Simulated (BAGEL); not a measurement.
# SiO2 (silicon dioxide molecule) at HF/3-21G (density fitting with cc-pvqz-jkfit)

What is the vertical ionisation energy of SiO2 (silicon dioxide molecule) at HF/3-21G (density fitting with cc-pvqz-jkfit)? 

Program for the calculation: BAGEL 1.2.2.

2 further runs of the same task are left out: 2 that didn't finish. Runs told in other sessions of the task aren't counted.

**1. Starting point**

SiO2: 3 atoms, total charge 0, spin state singlet. As SMILES, `O=[Si]=O`. The coordinates come from a PBE0-D4/def2-TZVP relaxation.

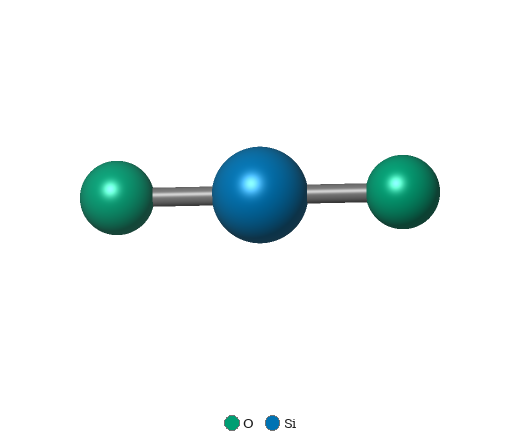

Viewed from a chosen angle; oxygen teal, silicon blue.

**2. A single-point energy at HF/3-21G (density fitting with cc-pvqz-jkfit)**

Contents of input.json:

```json
{ "bagel": [

{
  "title": "molecule",
  "basis": "3-21g",
  "df_basis": "cc-pvqz-jkfit",
  "angstrom": true,
  "geometry": [
    { "atom": "O", "xyz": [    0.697730,    1.229600,    0.518760 ] },
    { "atom": "Si", "xyz": [   -0.000010,    0.000000,    0.000000 ] },
    { "atom": "O", "xyz": [   -0.697730,   -1.229610,   -0.518760 ] }
  ]
},
{ "title": "hf" },
{ "title": "print", "file": "orbitals.molden", "orbitals": true }

]}
```

The run is started by

```
BAGEL_NUM_THREADS=1 BAGEL input.json > input.out
```

Standard output:

```text
* using 1 threads per process

  ===============================================================
  ===============================================================

  *** Geometry ***

  { "atom" : "O", "xyz" : [      1.318519,      2.323607,      0.980314 ] },
  { "atom" : "Si", "xyz" : [     -0.000019,      0.000000,      0.000000 ] },
  { "atom" : "O", "xyz" : [     -1.318519,     -2.323626,     -0.980314 ] },

  Number of auxiliary basis functions:      360

  Since a DF basis is specified, we compute 2- and 3-index integrals:
    o Being stored without compression. Storage requirement is 0.003 GB

  Number of basis functions:       31
  Number of electrons      :       30

    * METHOD: MOLECULE                             0.07

  *** RHF ***

  === Nuclear Repulsion ===
    89.9564389481

      * DIIS with orbital gradients will be used.

  === RHF iteration (3-21g) ===
      0       -435.92461846          0.06050396           0.01
      1       -436.03505004          0.05085909           0.01
      2       -436.21836859          0.00065743           0.01
      3       -436.21846165          0.00013289           0.01
      4       -436.21846657          0.00004084           0.01
      5       -436.21846695          0.00001302           0.01
      6       -436.21846700          0.00000259           0.01
      7       -436.21846701          0.00000055           0.01
      8       -436.21846701          0.00000030           0.01
      9       -436.21846701          0.00000007           0.01
     10       -436.21846701          0.00000001           0.01
     11       -436.21846701          0.00000000           0.01
    * SCF iteration converged.

    * Permanent dipole moment:
           (    0.000025,    -0.000013,    -0.000000) a.u.

    * METHOD: HF                                   0.16

    * METHOD: PRINT                                0.00

  ===============================================================
```

Run time: 0.4 s. Hardware: 1 thread of Arm Neoverse V2, shared host; peak memory 0.083 GiB.

**3. The doublet cation, same level**

Contents of calc.json:

```json
{ "bagel": [

{
  "title": "molecule",
  "basis": "3-21g",
  "df_basis": "cc-pvqz-jkfit",
  "angstrom": true,
  "geometry": [
    { "atom": "O", "xyz": [       0.697730,       1.229600,       0.518760 ] },
    { "atom": "Si", "xyz": [      -0.000010,       0.000000,       0.000000 ] },
    { "atom": "O", "xyz": [      -0.697730,      -1.229610,      -0.518760 ] }
  ]
},

{
  "title": "uhf",
  "charge": 1,
  "nopen": 1
},

{
  "title": "print",
  "file": "orbitals.molden",
  "orbitals": true
}

]}
```

The run is started by

```
BAGEL_NUM_THREADS=1 BAGEL calc.json > calc.out
```

Standard output:

```text
* using 1 threads per process

  ===============================================================
  ===============================================================

  *** Geometry ***

  { "atom" : "O", "xyz" : [      1.318519,      2.323607,      0.980314 ] },
  { "atom" : "Si", "xyz" : [     -0.000019,      0.000000,      0.000000 ] },
  { "atom" : "O", "xyz" : [     -1.318519,     -2.323626,     -0.980314 ] },

  Number of auxiliary basis functions:      360

  Since a DF basis is specified, we compute 2- and 3-index integrals:
    o Being stored without compression. Storage requirement is 0.003 GB

  Number of basis functions:       31
  Number of electrons      :       30

    * METHOD: MOLECULE                             0.07

  *** Open-shell HF ***

  === Nuclear Repulsion ===
    89.9564389481

      * DIIS with orbital gradients will be used.

  === UHF iteration (3-21g) ===
      0       -435.63514536          0.07739811           0.02
      1       -435.75769440          0.06350550           0.02
      2       -435.80645607          0.04442394           0.02
      3       -435.84583281          0.00284060           0.02
      4       -435.85149161          0.00147835           0.02
      5       -435.85363250          0.00024562           0.02
      6       -435.85384202          0.00010517           0.02
      7       -435.85390532          0.00003162           0.02
      8       -435.85392815          0.00001855           0.02
      9       -435.85393457          0.00000910           0.02
     10       -435.85393581          0.00000358           0.02
     11       -435.85393586          0.00000041           0.02
     12       -435.85393586          0.00000015           0.02
     13       -435.85393586          0.00000004           0.02
     14       -435.85393586          0.00000002           0.02
     15       -435.85393586          0.00000001           0.02
     16       -435.85393586          0.00000000           0.02
    * SCF iteration converged.

    * S^2 (UHF) is 1.1316

    * Permanent dipole moment:
           (    0.000022,    -0.000017,    -0.000001) a.u.

    * METHOD: UHF                                  0.36

    * METHOD: PRINT                                0.00

  ===============================================================
```

Run time: 0.6 s. Hardware: 1 thread of Arm Neoverse V2, shared host; peak memory 0.14 GiB.

**4. Outcome**

At HF/3-21G (density fitting with cc-pvqz-jkfit):

| quantity | value |
| --- | --- |
| singlet SiO2: total energy | -436.21847 Eh |
| singlet SiO2: dipole moment | 0.00 D |
| singlet SiO2: HOMO energy | -12.55 eV |
| singlet SiO2: LUMO energy | 0.70 eV |
| singlet SiO2: HOMO–LUMO gap | 13.25 eV |
| doublet cation: total energy | -435.85394 Eh |
| doublet cation: ⟨S²⟩ | 1.132 |
| vertical ionisation energy (to the doublet cation) | 9.919 eV |

What this shows: Removing an electron at fixed nuclei costs 9.92 eV (957 kJ/mol). The negative HOMO energy of the first species, 12.55 eV, lies 2.63 eV above that difference. ⟨S²⟩ (doublet cation) is 1.13 where a pure doublet has 0.75: the reference is spin-contaminated.
